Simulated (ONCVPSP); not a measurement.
Pseudopotential generation, with input and output: Ag

Silver (Ag, Z = 47), core [Ar] 3d10, reference valence 4s2 4p6 4d9 5s2, valence charge 19. Computed at this level: ONCV potential, PBE, scalar-relativistic, made with ONCVPSP 4.0.1.

Results in brief:

- outcome: generated
- cutoffs needed: 140 Ha and 166 Ha (the cutoffs at which the residual kinetic energy of the hardest occupied pseudo-wave falls to 1 and 0.1 mHa per electron)
- ghost test: no bound ghost flagged; GHOST(+) flagged for s at 153.6 eV
- largest excitation error: -6.2 meV (all-electron minus pseudo) for 4s2 4p6 4d9 5s0, out of 4 test configurations
- rms error of d²Exc/dni dnj: 2.37 mHa without and 0.99 mHa with the model core
- range over which the phases arctan(r R′/R) at the test radius agree within 0.05 rad (a looser test near the poles than one of phase shifts): s: over the whole range computed; p: over the whole range computed; d: up to about 4.1 Ha; f: not judged, local potential alone
- hardware: 1 CPU thread, shared host
- wall time: 3.2 s

Remarks:

Warnings of the program, in the generation or the tests: wellstate: negative energy specified for n= 5 l= 1.

Input file:
```
# ATOM AND REFERENCE CONFIGURATION
# atsym  z   nc   nv     iexc    psfile
  Ag 47.00    6    4        4      upf
#
#   n    l    f
    1    0    2.00
    2    0    2.00
    2    1    6.00
    3    0    2.00
    3    1    6.00
    3    2   10.00
    4    0    2.00
    4    1    6.00
    4    2    9.00
    5    0    2.00
#
# PSEUDOPOTENTIAL AND OPTIMIZATION
# lmax
    2
#
#   l,   rc,      ep,       ncon, nbas, qcut
    0    1.55    0.00    4    7    9.90
    1    0.95    0.00    4    7    7.10
    2    1.40    0.00    5   10    9.90
#
# LOCAL POTENTIAL
# lloc, lpopt,  rc(5),   dvloc0
    4    5    0.80    6.00
#
# VANDERBILT-KLEINMAN-BYLANDER PROJECTORs
# l, nproj, debl
    0    2    1.80
    1    2    2.10
    2    1    3.10
#
# MODEL CORE CHARGE
# icmod, fcfact, rcfact
    2    0.20    1.05
#
# LOG DERIVATIVE ANALYSIS
# epsh1, epsh2, depsh
   -5.00    5.00    0.04
#
# OUTPUT GRID
# rlmax, drl
    6.00    0.01
#
# TEST CONFIGURATIONS
# ncnf
    4
# nvcnf
#   n    l    f
    4
    4    0    2.00
    4    1    6.00
    4    2   10.00
    5    0    1.00
#
    4
    4    0    2.00
    4    1    6.00
    4    2   10.00
    5    0    0.00
#
    4
    4    0    2.00
    4    1    6.00
    4    2    9.00
    5    0    0.00
#
    5
    4    0    2.00
    4    1    6.00
    4    2   10.00
    5    0    0.00
    5    1    1.00
#
```

Command:
```bash
oncvpsp.x < Ag.dat > Ag.out
```

Output (extracts):
```
ONCVPSP  (Optimized Norm-Conservinng Vanderbilt PSeudopotential)
scalar-relativistic version 4.0.1

#   n    l    f        energy (Ha)
    1    0    2.00    -9.3103490E+02
    2    0    2.00    -1.3722433E+02
    2    1    6.00    -1.2310050E+02
    3    0    2.00    -2.5290193E+01
    3    1    6.00    -2.0651556E+01
    3    2   10.00    -1.3338612E+01
    4    0    2.00    -3.6454555E+00
    4    1    6.00    -2.2987252E+00
    4    2    9.00    -3.9359455E-01
    5    0    2.00    -2.0404348E-01

Reference configufation results
  iterations    23
  all-electron total energy (Ha)   -5.31588501D+03

Begin loop to  construct optimized pseudo wave functions
and semi-local pseudopoentials for all angular momenta

Calculating optimized projector #   1

 for l=   0

    Fraction of norm inside rc  0.965207
    Optimizing pswf for qcut=   9.89 a_B^-1,  ecut=  48.88 Ha
    Residual kinetic energy error=  1.13D-07 Ha

    Energy error per electron        Cutoff
         Ha          eV             Ha
         0.01000     0.27211       22.96
         0.00100     0.02721       29.95
         0.00010     0.00272       35.69
         0.00001     0.00027       40.46

Calculating optimized projector #   2

 for l=   0

    Fraction of norm inside rc  0.062807
    Optimizing pswf for qcut=   9.89 a_B^-1,  ecut=  48.88 Ha
    Residual kinetic energy error=  4.30D-08 Ha

    Energy error per electron        Cutoff
         Ha          eV             Ha
         0.01000     0.27211       17.57
         0.00100     0.02721       26.70
         0.00010     0.00272       33.62
         0.00001     0.00027       39.27

WARNING wellstate: negative energy specified for n= 5 l=  1
WARNING scattering state with energy  0.25000000
WARNING will be used for the first projector

   Wellstate for l =  1  n =  5
     eigenvalue =   0.2500
     asymptotic potential =   0.7500
     half-point radius =  3.4727

Calculating optimized projector #   1

 for l=   1

    Fraction of norm inside rc  0.485959
    Optimizing pswf for qcut=   7.08 a_B^-1,  ecut=  25.09 Ha
    Residual kinetic energy error=  3.12D-02 Ha

    Energy error per electron        Cutoff
         Ha          eV             Ha
         0.01000     0.27211       55.72
         0.00100     0.02721      140.22
         0.00010     0.00272      166.00
         0.00001     0.00027      221.29

Calculating optimized projector #   2

 for l=   1

    Fraction of norm inside rc  0.046536
    Optimizing pswf for qcut=   7.08 a_B^-1,  ecut=  25.09 Ha
    Residual kinetic energy error=  4.99D-03 Ha

    Energy error per electron        Cutoff
         Ha          eV             Ha
         0.01000     0.27211       12.97
         0.00100     0.02721       64.27
         0.00010     0.00272      203.52
         0.00001     0.00027      237.70

Calculating optimized projector #   1

 for l=   2

    Fraction of norm inside rc  0.616022
    Optimizing pswf for qcut=   9.90 a_B^-1,  ecut=  49.03 Ha
    Residual kinetic energy error=  2.00D-06 Ha

    Energy error per electron        Cutoff
         Ha          eV             Ha
         0.01000     0.27211       26.44
         0.00100     0.02721       34.20
         0.00010     0.00272       40.66
         0.00001     0.00027       45.47

Construct Vanderbilt / Kleinmman-Bylander projectors

B matrix Hermiticity error, ll=   0
   1   2    4.3377E-04

  Orthonormal projector coefficients  1.8561E+01  2.5827E+00

B matrix Hermiticity error, ll=   1
   1   2    3.6808E-04

  Orthonormal projector coefficients  3.2052E+01  8.5925E+00

Model core correction analysis
  based on d2Exc/dn_idn_j

d2excae - all-electron derivatives

   -3.462640D-02   -3.103262D-02   -2.000049D-02   -1.795524D-03
   -3.103278D-02   -2.905183D-02   -2.058493D-02   -2.153978D-03
   -2.000072D-02   -2.058505D-02   -1.956233D-02   -7.010447D-03
   -1.795449D-03   -2.153745D-03   -7.009307D-03   -2.698795D-02

d2excps - pseudofunction derivatives with no core correction

   -4.214153D-02   -3.396052D-02   -2.127674D-02   -2.496601D-03
   -3.396147D-02   -3.158005D-02   -2.212912D-02   -2.404521D-03
   -2.127725D-02   -2.212928D-02   -2.041919D-02   -7.123692D-03
   -2.496549D-03   -2.404301D-03   -7.122554D-03   -2.704020D-02

rms 2nd derivative error    2.370624E-03

amplitude prefactor, scale prefactor
   10.2073    1.1685

d2excps - pseudofunction derivatives with core correction

   -3.156927D-02   -2.952102D-02   -1.964355D-02   -1.655114D-03
   -2.952101D-02   -2.948936D-02   -2.131772D-02   -2.028805D-03
   -1.964369D-02   -2.131787D-02   -2.008579D-02   -6.977707D-03
   -1.655029D-03   -2.028572D-03   -6.976568D-03   -2.697564D-02

rms 2nd derivative error    9.932210E-04

Pseudoatom total energy -146.987196

Diagnostic tests using Vanderbilt-Kleinman-Bylander pseudopotentials
  1 or more projectors used as specified by nproj input data

   l    rcore       rmatch      e in        delta e   norm test  slope test

   0   1.5547402   1.6019454  -3.6454555   0.0000040   1.0002207   1.0002018
   0   1.5547402   1.6019454  -0.2040435   0.0000043   1.0000400   1.0000318

   1   0.9519703   0.9808742  -2.2987252  -0.0000485   1.0002015   1.0002939
   1   0.9519703   0.9808742   0.2500000   0.0000292   1.0005369   1.0005369

   2   1.4044043   1.4470450  -0.3935946  -0.0000037   0.9999999   1.0000134

 Testing for bound ghosts
   n   l    E NL Schr. Eq   E Basis Diag.   E Cutoff

   1   0       -3.645452       -3.645397     78.94
   2   0       -0.204039       -0.140522     78.94

   2   1       -2.298774       -2.295123    244.26

   3   2       -0.393598       -0.389360    224.63

 Testing for highly-localized positive-energy ghosts
       l    <radius>/rc     E Basis Diag.   E Cutoff

       0        0.409877        5.644641     78.94  WARNING - GHOST(+)

Test configuration 0

   n   l     f        eae           eps        diff
   1   0  2.0000 -931.03489600
   2   0  2.0000 -137.22433211
   2   1  6.0000 -123.10050469
   3   0  2.0000  -25.29019338
   3   1  6.0000  -20.65155560
   3   2 10.0000  -13.33861188
   4   0  2.0000   -3.64545551   -3.64545155    3.96D-06
   4   1  6.0000   -2.29872524   -2.29877378   -4.85D-05
   4   2  9.0000   -0.39359455   -0.39359829   -3.73D-06
   5   0  2.0000   -0.20404348   -0.20403921    4.26D-06

    Total energies and differences
      AE_ref= -5.31588501D+03  AE_tst= -5.31588501D+03  dif=  0.00D+00
      PS_ref= -1.46987196D+02  PS_tst= -1.46987196D+02  dif= -1.99D-13
      PSP excitation error=  1.99D-13

Test configuration 1

   n   l     f        eae           eps        diff
   1   0  2.0000 -930.87678786
   2   0  2.0000 -137.05765162
   2   1  6.0000 -122.93436299
   3   0  2.0000  -25.12614981
   3   1  6.0000  -20.48749408
   3   2 10.0000  -13.17380009
   4   0  2.0000   -3.49308877   -3.49401160   -9.23D-04
   4   1  6.0000   -2.15230783   -2.15277058   -4.63D-04
   4   2 10.0000   -0.27354493   -0.27356676   -2.18D-05
   5   0  1.0000   -0.16188004   -0.16189705   -1.70D-05

    Total energies and differences
      AE_ref= -5.31588501D+03  AE_tst= -5.31603482D+03  dif= -1.50D-01
      PS_ref= -1.46987196D+02  PS_tst= -1.47136984D+02  dif= -1.50D-01
      PSP excitation error= -2.62D-05

Test configuration 2

   n   l     f        eae           eps        diff
   1   0  2.0000 -931.17794105
   2   0  2.0000 -137.35471882
   2   1  6.0000 -123.23165041
   3   0  2.0000  -25.42459222
   3   1  6.0000  -20.78592568
   3   2 10.0000  -13.47187614
   4   0  2.0000   -3.79534359   -3.79674846   -1.40D-03
   4   1  6.0000   -2.45573665   -2.45641543   -6.79D-04
   4   2 10.0000   -0.57471253   -0.57476476   -5.22D-05

    Total energies and differences
      AE_ref= -5.31588501D+03  AE_tst= -5.31574974D+03  dif=  1.35D-01
      PS_ref= -1.46987196D+02  PS_tst= -1.46851808D+02  dif=  1.35D-01
      PSP excitation error= -1.23D-04

Test configuration 3

   n   l     f        eae           eps        diff
   1   0  2.0000 -931.71426486
   2   0  2.0000 -137.89520165
   2   1  6.0000 -123.77184656
   3   0  2.0000  -25.96282433
   3   1  6.0000  -21.32416253
   3   2 10.0000  -14.01061277
   4   0  2.0000   -4.32171691   -4.32281939   -1.10D-03
   4   1  6.0000   -2.97584812   -2.97629649   -4.48D-04
   4   2  9.0000   -1.06173819   -1.06174182   -3.62D-06

    Total energies and differences
      AE_ref= -5.31588501D+03  AE_tst= -5.31493707D+03  dif=  9.48D-01
      PS_ref= -1.46987196D+02  PS_tst= -1.46039029D+02  dif=  9.48D-01
      PSP excitation error= -2.29D-04

Test configuration 4

   n   l     f        eae           eps        diff
   1   0  2.0000 -930.94997041
   2   0  2.0000 -137.12853576
   2   1  6.0000 -123.00532348
   3   0  2.0000  -25.19804710
   3   1  6.0000  -20.55937751
   3   2 10.0000  -13.24546923
   4   0  2.0000   -3.56736070   -3.56868237   -1.32D-03
   4   1  6.0000   -2.22719660   -2.22782987   -6.33D-04
   4   2 10.0000   -0.34664451   -0.34667783   -3.33D-05
   5   1  1.0000   -0.06212664   -0.06212573    9.17D-07

    Total energies and differences
      AE_ref= -5.31588501D+03  AE_tst= -5.31589274D+03  dif= -7.73D-03
      PS_ref= -1.46987196D+02  PS_tst= -1.46994835D+02  dif= -7.64D-03
      PSP excitation error= -9.21D-05
```

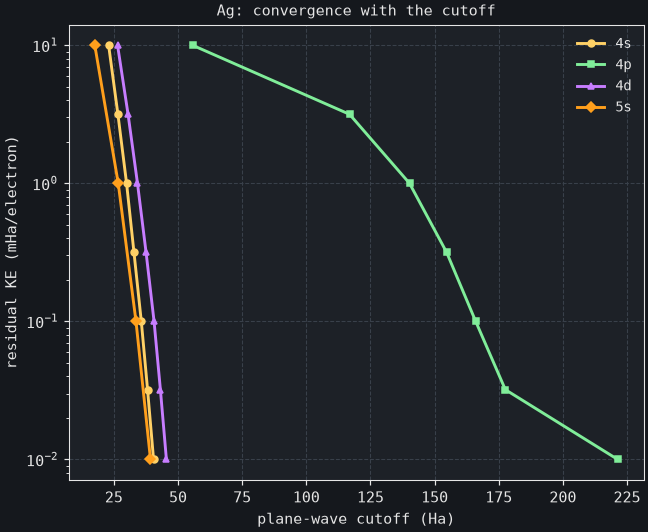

Fig. 1: Residual kinetic energy of the pseudo-waves (the first of each channel, and further valence shells) beyond the plane-wave cutoff, as the generator prints it.

- Cutoffs for 1 mHa per electron: 4p: 140 Ha; 4d: 34 Ha; 4s: 30 Ha; 5s: 27 Ha.
- Cutoffs for the occupied states: 140 Ha for 1 mHa and 166 Ha for 0.1 mHa per electron. The first is set by 4p.
- Hardest wave at 1 mHa per electron: 4p, with rc = 0.95 bohr and qcut = 7.1 1/bohr. The optimisation minimises, but can't always remove, the kinetic energy above qcut²/2 = 25.2 Ha, and a larger rc would as a rule soften the wave at some cost in transferability.

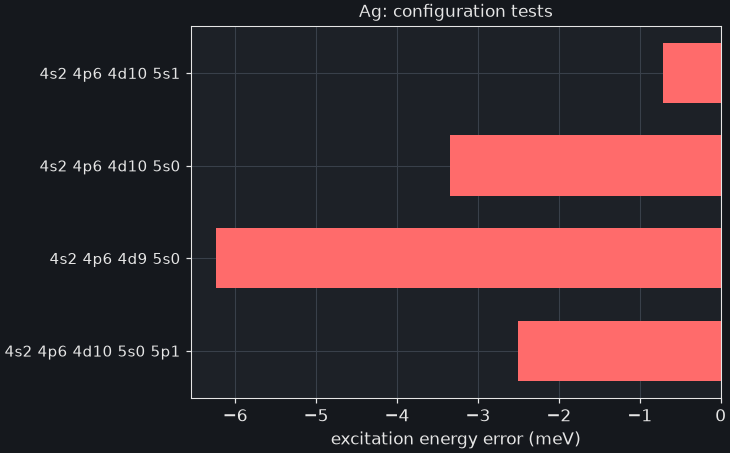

Fig. 2: Errors, all-electron minus pseudo, of the energies of valence configurations relative to the unpolarised reference 4s2 4p6 4d9 5s2.

- Worst configuration: 4s2 4p6 4d9 5s0 (charge +2): the error is -6.2 meV on an all-electron energy of +25.79 eV relative to the reference, or 0.024 %.
- Errors in meV: 4s2 4p6 4d10 5s1: -0.7; 4s2 4p6 4d10 5s0: -3.3; 4s2 4p6 4d9 5s0: -6.2; 4s2 4p6 4d10 5s0 5p1: -2.5.

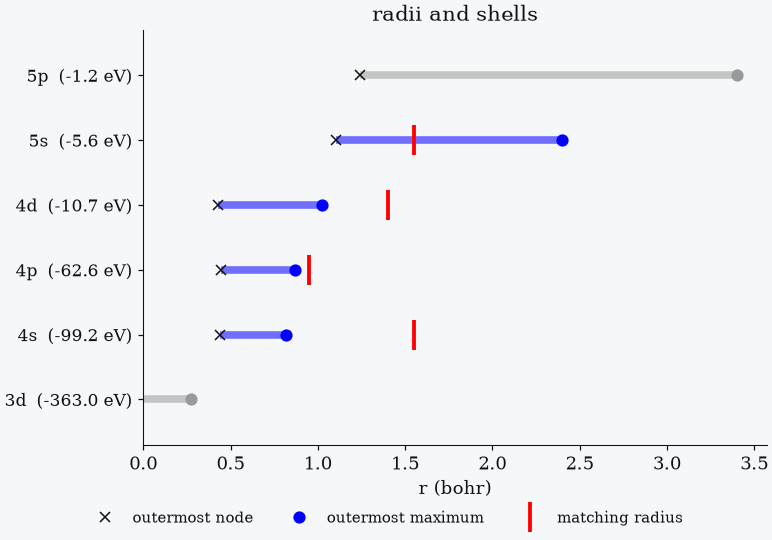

Fig. 3: Outer shells of the all-electron reference atom: each bar runs from the outermost node (or the nucleus) to the outermost maximum of u(r); the tick is the radius chosen for the pseudo-wave. Shells without a tick have no pseudo-wave of their own. Levels, nodes and maxima are from ld1.x, scalar-relativistic.

- Radii against the shells: 4s: 1.55 bohr, outside the maximum; 4p: 0.95 bohr, outside the maximum; 4d: 1.40 bohr, outside the maximum; 5s: 1.55 bohr, between node and maximum.

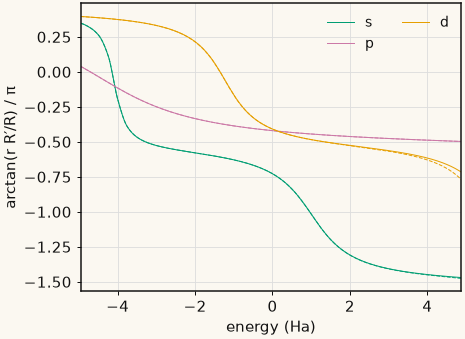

Fig. 4: Unwrapped phase arctan(r R′/R) in units of π against energy, all-electron (solid) and pseudo (dashed); the pseudo phase is matched to the all-electron one at the reference energy. Here R(r) is the radial function. Not drawn: f: not judged.

- Poles, where the radial function vanishes at the test radius: s: all-electron at -3.3 Ha, pseudo at -3.3 Ha; p: all-electron at no energy in the range, pseudo at no energy in the range; d: all-electron at 1.4 Ha, pseudo at 1.3 Ha.
- Ghost states: the plot shows none: the two phases stay within 0.17 rad of each other in all channels drawn. The separate test gives: no bound ghost flagged; GHOST(+) flagged for s at 153.6 eV.

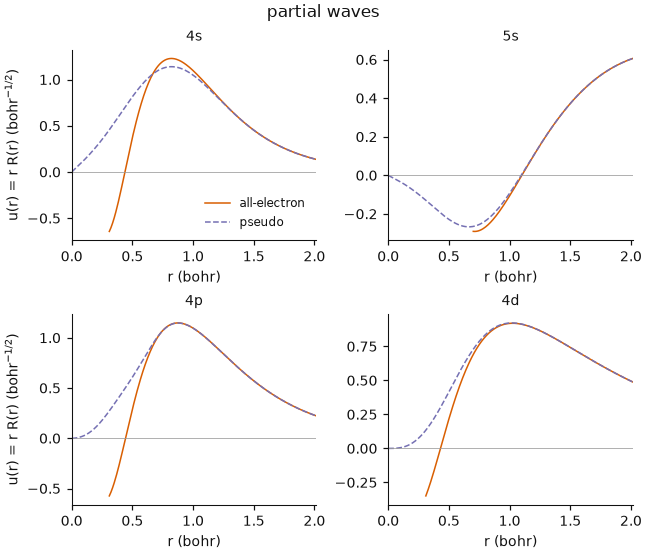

Fig. 5: All-electron valence functions (solid) with their pseudo partners (dashed). The innermost oscillations of some all-electron curves aren't drawn. Reference configuration 4s2 4p6 4d9 5s2.

- Matching radii: 4s at 1.55 bohr; 5s at 1.55 bohr; 4p at 0.95 bohr; 4d at 1.40 bohr. The curves merge smoothly, so the plot gives these only roughly.
- Nodes of the pseudo-waves: 4s has no node; 5s has a node at about 1.1 bohr; 4p has no node; 4d has no node. A node in 5s is expected, since a lower shell of the same l is also in the valence and the two must stay orthogonal.
